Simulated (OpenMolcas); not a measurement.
# Run report: Pr³⁺ complex, multiconfigurational calculation

- system: Pr³⁺ with 8 ligands (F; cube, 2.523 Å), embedded in BaF2 by model potentials and point charges, whose field is part of the energies.
- method: state-averaged CASSCF, active space 2 electrons in the shell 4f, basis ANO-RCC-VDZP on the metal and ANO-RCC-VDZP on the ligands, DKH2 scalar Hamiltonian, spin-orbit coupling by RASSI with atomic mean-field integrals (OpenMolcas)

## Output (extracts)
```
--- SEWARD ---
Basis set label: PR.ANO-RCC...7S6P4D2F1G.

      Electronic valence basis set:
      ------------------
      Associated Effective Charge  59.000000 au
      Associated Actual Charge     59.000000 au
      Nuclear Model: Point charge

      Shell  nPrim  nBasis  Cartesian Spherical Contaminant
         s      25       7        X
         p      22       6        X
         d      15       4                 X
         f      11       2                 X
         g       4       1                 X
                  Relativistic Douglas-Kroll-Hess integrals:
                    - DKH order of Hamiltonian: 2
                    - DKH order of Properties : 0
                  Atomic mean-field integrals
--- RASSCF ---
Wave function specifications:
      -----------------------------

      Number of closed shell electrons         134
      Number of electrons in active shells       2
      Max number of holes in RAS1 space          0
      Max nr of electrons in RAS3 space          0
      Number of inactive orbitals               67
      Number of active orbitals                  7
      Number of secondary orbitals             106
      Spin quantum number                      1.0
      State symmetry                             1
Orbital specifications:
      -----------------------

      Symmetry species                           1   2
                                                ag  au
      Frozen orbitals                            0   0
      Inactive orbitals                         35  32
      Active orbitals                            0   7
      RAS1 orbitals                              0   0
      RAS2 orbitals                              0   7
      RAS3 orbitals                              0   0
      Secondary orbitals                        57  49
      Deleted orbitals                           0   0
      Number of basis functions                 92  88
      Number of CSFs                            21
      Number of root(s) required                21
      Iter CI   SX   CI       RASSCF       Energy    max ROT     max BLB   max BLB  Level Ln srch  Step   QN
          iter iter root      energy       change     param      element    value   shift minimum  type update
 Nr of preliminary CI iterations:   1
      Total energies have been shifted. Add               -10000.00 au
        1   1    9    0   -27.55957439    0.00E+00  -5.50E-02   30  81 2 -3.22E-01*  0.63   0.00    SX    NO
        2   1    9    0   -28.40287755   -8.43E-01*  1.46E-02   30  36 1 -4.63E-02*  0.75   0.00    SX    NO
        3   1    8    0   -28.45392074   -5.10E-02* -6.84E-03   32  84 1  2.62E-02*  0.79   0.00    SX    NO
        4   1    8    0   -28.46553872   -1.16E-02* -3.94E-03   30  36 1 -1.30E-02*  0.80   0.00    SX    NO
        5   1    8    0   -28.46918391   -3.65E-03* -4.91E-03   30  36 1 -7.27E-03*  0.81   2.33    LS   YES
        6   1    7    0   -28.47095908   -1.78E-03*  8.80E-04   10  47 2 -4.20E-03*  0.82   1.07    QN   YES
        7   1    7    0   -28.47108524   -1.26E-04*  5.23E-04   10  47 2 -1.90E-03*  0.82   1.60    LS   YES
        8   1    7    0   -28.47110573   -2.05E-05* -4.30E-04   14  53 2 -1.31E-03*  0.82   1.00    QN   YES
        9   1    6    0   -28.47112131   -1.56E-05* -1.84E-04   20  38 1  3.34E-04*  0.82   1.37    QN   YES
       10   1    6    0   -28.47112466   -3.34E-06* -9.47E-05   29  80 2  2.20E-04*  0.82   1.34    QN   YES
       11   1    6    0   -28.47112535   -6.91E-07* -4.04E-05   10  47 2  1.13E-04*  0.82   1.31    QN   YES
       12   1    5    0   -28.47112545   -1.02E-07* -1.67E-05   10  47 2  2.96E-05   0.82   1.21    QN   YES
       13   1    4    0   -28.47112546   -9.67E-09  -4.47E-06   29  80 2 -8.81E-06   0.82   1.38    QN   YES
      Convergence after 13 iterations
       14   1    4    0   -28.47112546   -1.64E-09  -4.47E-06   12  49 2 -3.71E-06   0.82   1.38    QN   YES
      Natural orbitals and occupation numbers for root  1
      sym 2:   0.020773  -0.000000   0.020773   0.389567   0.589660   0.589660   0.389567
      Natural orbitals and occupation numbers for root  2
      sym 2:   0.524852  -0.000000   0.473728   0.001420   0.524852   0.001420   0.473728
      Natural orbitals and occupation numbers for root  3
      sym 2:   0.354241   0.354241  -0.000000   0.610894   0.034865   0.034865   0.610894
::    RASSCF root number  1 Total energy: -10028.49933698
::    RASSCF root number  2 Total energy: -10028.49933698
::    RASSCF root number  3 Total energy: -10028.49933698
::    RASSCF root number  4 Total energy: -10028.49932618
::    RASSCF root number  5 Total energy: -10028.49932618
::    RASSCF root number  6 Total energy: -10028.49778208
::    RASSCF root number  7 Total energy: -10028.49778208
::    RASSCF root number  8 Total energy: -10028.49778208
::    RASSCF root number  9 Total energy: -10028.49667046
::    RASSCF root number 10 Total energy: -10028.49667046
::    RASSCF root number 11 Total energy: -10028.49667046
::    RASSCF root number 12 Total energy: -10028.47281862
::    RASSCF root number 13 Total energy: -10028.47086968
::    RASSCF root number 14 Total energy: -10028.47086968
::    RASSCF root number 15 Total energy: -10028.47086968
::    RASSCF root number 16 Total energy: -10028.47063492
::    RASSCF root number 17 Total energy: -10028.47063492
::    RASSCF root number 18 Total energy: -10028.47063492
::    RASSCF root number 19 Total energy: -10028.37209380
::    RASSCF root number 20 Total energy: -10028.37209380
::    RASSCF root number 21 Total energy: -10028.37209380
--- RASSCF ---
Wave function specifications:
      -----------------------------

      Number of closed shell electrons         134
      Number of electrons in active shells       2
      Max number of holes in RAS1 space          0
      Max nr of electrons in RAS3 space          0
      Number of inactive orbitals               67
      Number of active orbitals                  7
      Number of secondary orbitals             106
      Spin quantum number                      0.0
      State symmetry                             1
Orbital specifications:
      -----------------------

      Symmetry species                           1   2
                                                ag  au
      Frozen orbitals                            0   0
      Inactive orbitals                         35  32
      Active orbitals                            0   7
      RAS1 orbitals                              0   0
      RAS2 orbitals                              0   7
      RAS3 orbitals                              0   0
      Secondary orbitals                        57  49
      Deleted orbitals                           0   0
      Number of basis functions                 92  88
      Number of CSFs                            28
      Number of root(s) required                28
      Iter CI   SX   CI       RASSCF       Energy    max ROT     max BLB   max BLB  Level Ln srch  Step   QN
          iter iter root      energy       change     param      element    value   shift minimum  type update
 Nr of preliminary CI iterations:   1
        1   1    0    0-10028.40765424    0.00E+00   0.00E+00   33  40 2 -4.89E-03*  0.00   0.00    SX    NO
      Natural orbitals and occupation numbers for root  1
      sym 2:   0.200501  -0.000000   0.054242   0.082688   0.225099   1.049644   0.387826
      Natural orbitals and occupation numbers for root  2
      sym 2:   0.883199  -0.000000   0.170794   0.052524   0.720955   0.141863   0.030664
      Natural orbitals and occupation numbers for root  3
      sym 2:   0.003700   0.009704   0.003870   0.703636   0.153592   0.307572   0.817926
::    RASSCF root number  1 Total energy: -10028.46869896
::    RASSCF root number  2 Total energy: -10028.46869896
::    RASSCF root number  3 Total energy: -10028.46785864
::    RASSCF root number  4 Total energy: -10028.46785864
::    RASSCF root number  5 Total energy: -10028.46785864
::    RASSCF root number  6 Total energy: -10028.46707586
::    RASSCF root number  7 Total energy: -10028.46707586
::    RASSCF root number  8 Total energy: -10028.46707586
::    RASSCF root number  9 Total energy: -10028.46482023
::    RASSCF root number 10 Total energy: -10028.40436031
::    RASSCF root number 11 Total energy: -10028.40436031
::    RASSCF root number 12 Total energy: -10028.40228376
::    RASSCF root number 13 Total energy: -10028.40228376
::    RASSCF root number 14 Total energy: -10028.40228376
::    RASSCF root number 15 Total energy: -10028.38411972
::    RASSCF root number 16 Total energy: -10028.38411604
::    RASSCF root number 17 Total energy: -10028.38411604
::    RASSCF root number 18 Total energy: -10028.38411580
::    RASSCF root number 19 Total energy: -10028.38411580
::    RASSCF root number 20 Total energy: -10028.38411580
::    RASSCF root number 21 Total energy: -10028.38152900
::    RASSCF root number 22 Total energy: -10028.38152900
::    RASSCF root number 23 Total energy: -10028.38152900
::    RASSCF root number 24 Total energy: -10028.38143961
::    RASSCF root number 25 Total energy: -10028.38143961
::    RASSCF root number 26 Total energy: -10028.38143961
::    RASSCF root number 27 Total energy: -10028.38094914
::    RASSCF root number 28 Total energy: -10028.21717177
--- RASSI ---
SPIN-FREE ENERGIES:
  (Shifted by EMIN (a.u.) =     -10028.4993369777)

 SF State       Relative EMIN(au)   Rel lowest level(eV)    D:o, cm**(-1)

     1             0.0000000000        0.0000000000              0.0000
     2             0.0000000000        0.0000000000              0.0000
     3             0.0000000000        0.0000000000              0.0000
     4             0.0000107988        0.0002938499              2.3701
     5             0.0000107988        0.0002938499              2.3701
     6             0.0015548936        0.0423108095            341.2597
     7             0.0015548936        0.0423108095            341.2597
     8             0.0015548936        0.0423108095            341.2597
     9             0.0026665207        0.0725597256            585.2337
    10             0.0026665207        0.0725597256            585.2337
    11             0.0026665207        0.0725597256            585.2337
    12             0.0265183554        0.7216012105           5820.1063
    13             0.0284673006        0.7746347109           6247.8503
    14             0.0284673006        0.7746347109           6247.8503
    15             0.0284673006        0.7746347109           6247.8503
    16             0.0287020566        0.7810227472           6299.3733
    17             0.0287020566        0.7810227472           6299.3733
    18             0.0287020566        0.7810227472           6299.3733
    22             0.0306380476        0.8337037462           6724.2742
    23             0.0306380476        0.8337037462           6724.2742
    24             0.0314783685        0.8565700447           6908.7033
    25             0.0314783685        0.8565700447           6908.7033
    26             0.0314783685        0.8565700447           6908.7033
    27             0.0322611469        0.8778705282           7080.5033
    28             0.0322611469        0.8778705282           7080.5033
    29             0.0322611469        0.8778705282           7080.5033
    30             0.0345167824        0.9392494986           7575.5581
    31             0.0949766991        2.5844476437          20844.9760
    32             0.0949766991        2.5844476437          20844.9760
    33             0.0970532519        2.6409535233          21300.7267
    34             0.0970532519        2.6409535233          21300.7267
    35             0.0970532519        2.6409535233          21300.7267
    36             0.1152172960        3.1352223438          25287.2736
    37             0.1152209717        3.1353223648          25288.0803
    38             0.1152209717        3.1353223648          25288.0803
    39             0.1152212099        3.1353288450          25288.1326
    40             0.1152212099        3.1353288450          25288.1326
    41             0.1152212099        3.1353288450          25288.1326
    42             0.1178080085        3.2057192210          25855.8692
    43             0.1178080085        3.2057192210          25855.8692
Eigenvalues of complex Hamiltonian:
   -----------------------------------
  (Shifted by EMIN (a.u.) =     -10028.4993369777)

 SO State       Relative EMIN(au)   Rel lowest level(eV)    D:o, cm**(-1)

     1            -0.0120080964        0.0000000001              0.0000
     2            -0.0120080963        0.0000000002              0.0000
     3            -0.0120080964        0.0000000000              0.0000
     4            -0.0107439897        0.0343980946            277.4393
     5            -0.0105329772        0.0401400380            323.7512
     6            -0.0105329772        0.0401400383            323.7512
     7            -0.0105329772        0.0401400377            323.7512
     8            -0.0103171018        0.0460143069            371.1304
     9            -0.0103171018        0.0460143069            371.1304
    10            -0.0012748692        0.2920659891           2355.6711
    11            -0.0012748692        0.2920659897           2355.6711
    12            -0.0012748692        0.2920659905           2355.6711
    13            -0.0012391176        0.2930388416           2363.5177
    14            -0.0012391176        0.2930388416           2363.5177
    15            -0.0002747496        0.3192806317           2575.1720
    16            -0.0002747496        0.3192806313           2575.1720
    17            -0.0002747496        0.3192806311           2575.1720
    18            -0.0001427253        0.3228731942           2604.1479
    19            -0.0001427253        0.3228731944           2604.1479
    20            -0.0001427253        0.3228731941           2604.1479
    21             0.0092718347        0.5790564228           4670.4050
    22             0.0092718347        0.5790564230           4670.4050
    23             0.0092718347        0.5790564230           4670.4050
    24             0.0093043948        0.5799424297           4677.5511
    25             0.0095507425        0.5866458913           4731.6182
    26             0.0095507425        0.5866458920           4731.6182
    27             0.0095507425        0.5866458904           4731.6182
    28             0.0107260199        0.6186268171           4989.5618
    29             0.0107260199        0.6186268171           4989.5618
    30             0.0110979246        0.6287468611           5071.1854
    31             0.0110979246        0.6287468609           5071.1854
    32             0.0110979246        0.6287468606           5071.1854
    33             0.0115691037        0.6415682979           5174.5973
    34             0.0196154774        0.8605212811           6940.5722
    35             0.0196154775        0.8605212815           6940.5722
    36             0.0196154774        0.8605212807           6940.5722
    37             0.0201677983        0.8755506978           7061.7926
    38             0.0201677983        0.8755506977           7061.7926
    39             0.0255380682        1.0216831852           8240.4306
    40             0.0255380682        1.0216831855           8240.4306
    41             0.0255380682        1.0216831858           8240.4306
Weights of the five most important spin-orbit-free states for each spin-orbit state.

 SO State  Total energy (au)           Spin-free states, spin, and weights
 -------------------------------------------------------------------------------------------------------
    1        -0.012008       2 1.0  0.2103    5 1.0  0.2058    1 1.0  0.1939    4 1.0  0.1719    3 1.0  0.1619
    2        -0.012008       3 1.0  0.3514    4 1.0  0.2145    5 1.0  0.1632    2 1.0  0.1557    1 1.0  0.0590
    3        -0.012008       1 1.0  0.3132    2 1.0  0.2001    5 1.0  0.1976    4 1.0  0.1801    3 1.0  0.0528
    4        -0.010744       6 1.0  0.2560    8 1.0  0.2560    7 1.0  0.2560    3 1.0  0.0697    2 1.0  0.0697
    5        -0.010533       8 1.0  0.1514    6 1.0  0.1507    9 1.0  0.1413   11 1.0  0.1370    4 1.0  0.1251
    6        -0.010533       9 1.0  0.1756    8 1.0  0.1564   10 1.0  0.1508    7 1.0  0.1506    5 1.0  0.1221
    7        -0.010533      11 1.0  0.1893    6 1.0  0.1562    7 1.0  0.1515   10 1.0  0.1275    5 1.0  0.1086
    8        -0.010317       9 1.0  0.2406   11 1.0  0.2291    7 1.0  0.1754    2 1.0  0.1165    3 1.0  0.0556
    9        -0.010317      10 1.0  0.3085    6 1.0  0.1346    8 1.0  0.1306    1 1.0  0.0993   11 1.0  0.0932
   10        -0.001275       5 1.0  0.2482    4 1.0  0.2191    8 1.0  0.1351    7 1.0  0.1267    3 1.0  0.0927
   11        -0.001275       4 1.0  0.2605    5 1.0  0.2068    8 1.0  0.1303    6 1.0  0.1264    1 1.0  0.0926
   12        -0.001275       5 1.0  0.2460    4 1.0  0.2213    6 1.0  0.1354    7 1.0  0.1300    1 1.0  0.0927
```

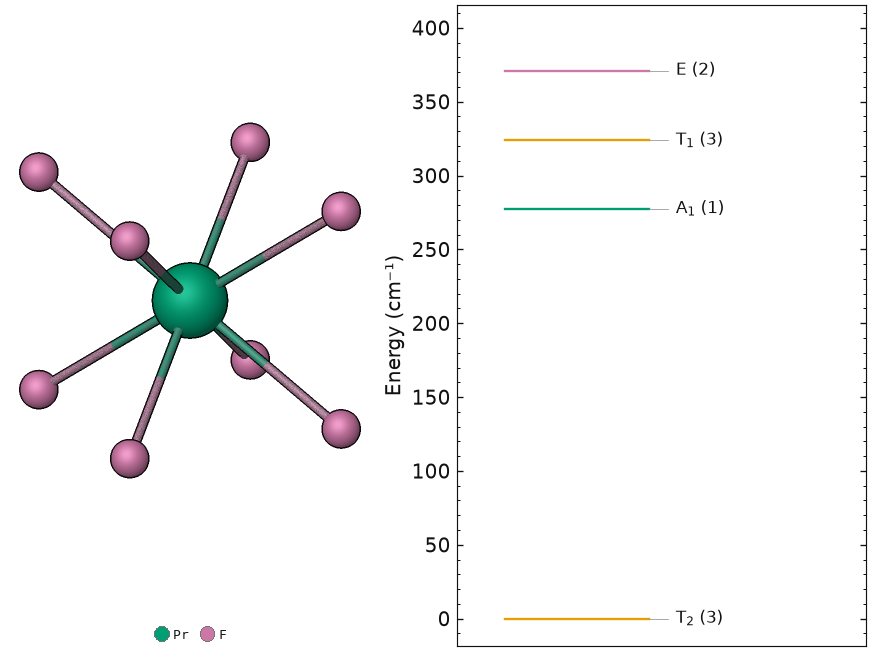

Figure 1. Pr³⁺ (4f²) as a dopant in BaF₂, a cluster with its 8 nearest F⁻ at 2.523 Å (cube) embedded in model potentials and point charges; the geometry was set, not optimised, and its levels. Labels give the representation in O, Td, D4 or D3 as the site allows (double group for half-integer spin) where it could be assigned and, in brackets, the degeneracy; spin-free states, where drawn, share the zero of the spin-orbit levels. The ground level is T₂, 3-fold degenerate, 98 % from states of spin multiplicity 3 (of the 28 states of multiplicity 1, 27 enter the spin-orbit step), effective J = 4.01, with |mJ| = 3 the largest share (58 %). The next level lies at 277 cm⁻¹ (A₁). The lowest J multiplet spreads over 371 cm⁻¹. The active orbitals hold 99 to 100 % metal character (Löwdin), and the Mulliken charge of the metal is +2.44.

## Input
```
&GATEWAY
Basis set
Pr.ANO-RCC-VDZP.
Pr1 0.0 0.0 0.0 Angstrom
End of basis
Basis set
F.ANO-RCC-VDZP.
L1 1.456655 1.456655 1.456655 Angstrom
L2 1.456655 1.456655 -1.456655 Angstrom
L3 1.456655 -1.456655 1.456655 Angstrom
L4 1.456655 -1.456655 -1.456655 Angstrom
End of basis
Basis set
Ba.EMB-AIMP.Pascual.0s.0s.ECP.BaF2.
PseudoCharge
* 21 symmetry-unique lattice sites within 7.6 angstrom
End of basis
Basis set
F.EMB-AIMP.Pascual.0s.0s.ECP.BaF2.
PseudoCharge
* 24 symmetry-unique lattice sites within 7.6 angstrom
End of basis
Symmetry
XYZ
AngMom=0.0 0.0 0.0
AMFI
RICD
XField
1364 Angstrom 0
* Evjen-weighted lattice charges
&SEWARD
&RASSCF
FileOrb=start.orb
Symmetry=1
Spin=3
nActEl=2 0 0
Inactive=35 32
Ras2=0 7
CIRoot=21 21 1
SDav=21
CIMx=300
Iter=150 100
PrWF=0.3
OrbListing=Nothing
MaxOrb=1
LevShft=1.0
>>> COPY $Project.JobIph JOB001
&RASSCF
FileOrb=start.orb
Symmetry=1
Spin=1
nActEl=2 0 0
Inactive=35 32
Ras2=0 7
CIRoot=28 28 1
SDav=28
CIMx=300
Iter=150 100
PrWF=0.3
OrbListing=Nothing
MaxOrb=0
CIOnly
LevShft=1.0
>>> COPY $Project.JobIph JOB002
&RASSI
NrOfJobIphs=2 21 27
1 2 3 4 5 6 7 8 9 10 11 12 13 14 15 16 17 18 19 20 21
1 2 3 4 5 6 7 8 9 10 11 12 13 14 15 16 17 18 19 20 21 22 23 24 25 26 27
IphNames
JOB001
JOB002
EJob
SpinOrbit
DIPRint=1.0
SOCoupling=1000.0
Subsets=2
Property=9
'ANGMOM' 1 'ANGMOM' 2 'ANGMOM' 3 'MLTPL  1' 1 'MLTPL  1' 2 'MLTPL  1' 3
'AMFI' 1 'AMFI' 2 'AMFI' 3
SOProperty=3
'ANGMOM' 1 'ANGMOM' 2 'ANGMOM' 3
```

The file start.orb holds starting orbitals from an earlier step. A driver script formed the levels outside the program, from RASSI's spin-orbit matrix and the active-space energies, averaged over the components of each term or state.

Launched with:
```bash
OMP_NUM_THREADS=1 MOLCAS_MEM=2457 MOLCAS_PROJECT=a pymolcas a.inp > a.log  # once for each step of the input, in one work folder
```

## Summary

- outcome: converged
- energy of the lowest spin-free term: −10028.49934 hartree
- energy of the lowest spin-orbit level: −10028.51135 hartree
- largest spread among components of a term: 0.1 cm⁻¹
- hardware: 1 thread of Intel Xeon (Sapphire Rapids), 64 GiB of memory available, shared host
- wall time: 28 s
- peak memory: 0.6 GiB

## Notes

Without dynamic correlation the splittings between terms come out too large, often by 20 to 50 %. To bear in mind: the geometry is set by hand, with no relaxation.
